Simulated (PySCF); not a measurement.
EPR calculation of C$_{4}$H$_{8}$BN$_{2}$O

C$_{4}$H$_{8}$BN$_{2}$O, multiplicity 2, computed with UKS B3LYP, pcH-1 on B C H N O, non-relativistic, mean-field spin-orbit, GIAO (PySCF 2.14.0).

It belongs to a series of runs on one base structure; here: H removed from B.

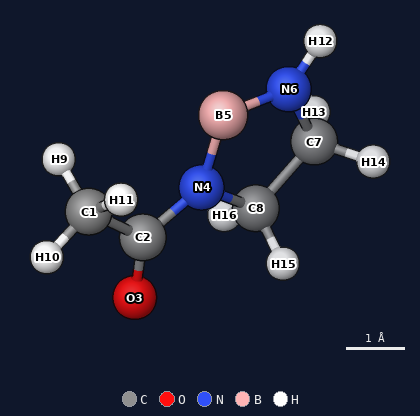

Figure 1. The input geometry (ball-and-stick view, seen at an oblique angle; atoms are numbered from 1 in the order of the input).

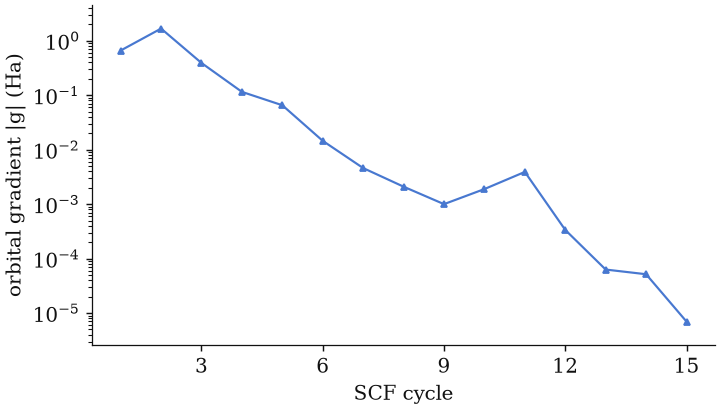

Figure 2. Convergence of the self-consistent field: orbital gradient |g| against the SCF cycle. All cycles printed in the log are drawn one after another.

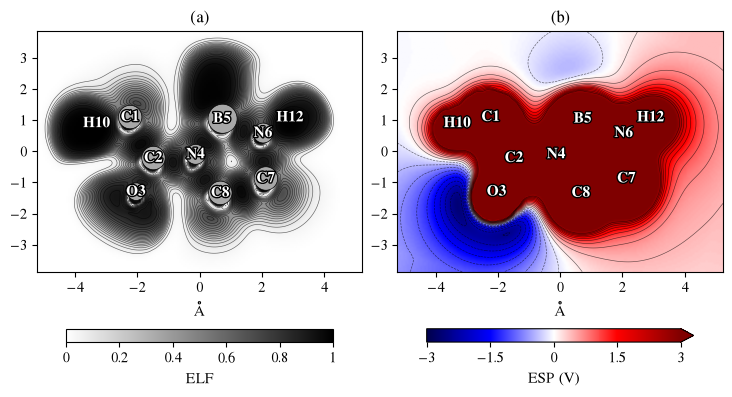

Figure 3. (a) electron localisation function; (b) molecular electrostatic potential on the plane of atoms O3, C2 and N4. Grey discs, where drawn, cover atomic cores. Atoms in the plane: C, O, N, B and H. C–O (1.22 Å): the ELF is about 0.45 at the midpoint and 0.15 at its lowest between the atoms. B–N (1.38 Å): the ELF peaks at about 0.90 between the atoms, which marks a shared but strongly polarised pair. C–C (1.51 Å): the ELF peaks at about 0.95 between the atoms, which marks a covalent bond.

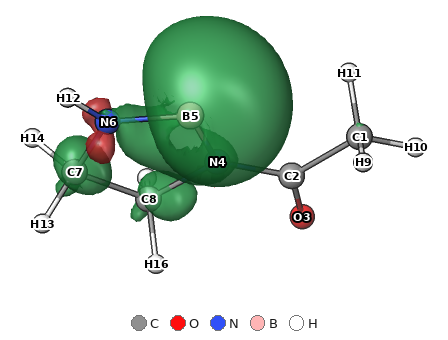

Figure 4. Isosurfaces of the spin density at +0.015 (green) and −0.015 e/Å³ (red), seen at an oblique angle. The unpaired spin (1 electron) lies mostly on B5 (about 0.8) and N4 (about 0.1), in electrons by Hirshfeld's partition.

The input that produced these results follows, with the program's output.

**Input file**
```
{"job": {"kind": "epr", "basis": "pcH-1"}, "charge": 0, "multiplicity": 2}
C      2.591484     0.035937     0.651081
C      1.471986    -0.092508    -0.360289
O      1.666695    -0.265189    -1.547353
N      0.220742    -0.005972     0.163797
B     -0.247594     0.213245     1.501076
N     -1.629354     0.223814     1.465828
C     -2.163661     0.006445     0.122395
C     -0.915507    -0.136796    -0.758108
H      2.556392    -0.800673     1.345042
H      3.543044     0.031417     0.126859
H      2.483453     0.958966     1.214549
H     -2.305317     0.348006     2.199749
H     -2.783341    -0.897042     0.099707
H     -2.783054     0.856155    -0.184798
H     -0.850046     0.640328    -1.524540
H     -0.863521    -1.107190    -1.258921
```

The first line tells a small driver script what to run in PySCF; the rest is the geometry in Å.

Launched with:
```bash
OMP_NUM_THREADS=1 python <driver script> task.json out
```

**What the program printed**
```
UKS, coarse grid
  cycle   1  E = -366.68978552  |g| = 6.60e-01
  cycle   2  E = -365.36756829  |g| = 1.67e+00
  cycle   3  E = -366.78225404  |g| = 3.90e-01
  cycle   4  E = -366.85368521  |g| = 1.15e-01
  cycle   5  E = -366.85831568  |g| = 6.53e-02
  cycle   6  E = -366.85998799  |g| = 1.45e-02
  cycle   7  E = -366.86007712  |g| = 4.59e-03
  cycle   8  E = -366.86008628  |g| = 2.09e-03
  cycle   9  E = -366.86008854  |g| = 9.99e-04
UKS, final grid
  cycle   1  E = -366.86011978  |g| = 1.89e-03
  cycle   2  E = -366.86011540  |g| = 3.90e-03
  cycle   3  E = -366.86012116  |g| = 3.36e-04
  cycle   4  E = -366.86012120  |g| = 6.29e-05
  cycle   5  E = -366.86012121  |g| = 5.16e-05
  cycle   6  E = -366.86012121  |g| = 6.98e-06
E = -366.86012121 Eh   <S^2> = 0.7523 (exact 0.7500)
g shifts (ppm)      1          2          3
  rmc          -108       -108       -108
  gc             23         22         15
  oz_so        -755       -205       -110
  total        -841       -291       -203
hyperfine (MHz)  atom isotope    a_iso     a_fc   dipolar eigenvalues
    0   13C       6.30       6.30     -1.38     -0.70      2.08
    1   13C       2.41       2.41     -1.01     -0.72      1.73
    2   17O       0.06       0.06     -0.62     -0.25      0.87
    3   14N      23.05      23.05     -2.38     -1.42      3.80
    4   11B     587.88     587.88    -39.91    -35.35     75.27
    5   14N      24.54      24.54     -3.67     -0.32      4.00
    6   13C      35.17      35.17     -3.56     -3.07      6.63
    7   13C      23.62      23.62     -3.07     -2.61      5.67
    8    1H       3.07       3.07     -4.08     -2.08      6.16
    9    1H       6.73       6.73     -1.53     -1.35      2.88
   10    1H       4.46       4.46     -4.96     -2.37      7.32
   11    1H       9.90       9.90     -5.56     -4.87     10.43
   12    1H      -2.69      -2.69     -2.60     -1.22      3.82
   13    1H      -2.63      -2.63     -2.59     -1.22      3.81
   14    1H      -0.63      -0.63     -2.50     -1.16      3.67
   15    1H      -0.81      -0.81     -2.50     -1.18      3.68
```

**Results in brief**

```csv
quantity,value
outcome,converged
total energy,−366.860121 hartree
⟨S²⟩,0.752
isotropic g,2.0019
hardware,"1 CPU thread, shared host"
wall time,58 s
peak memory,0.97 GiB
```
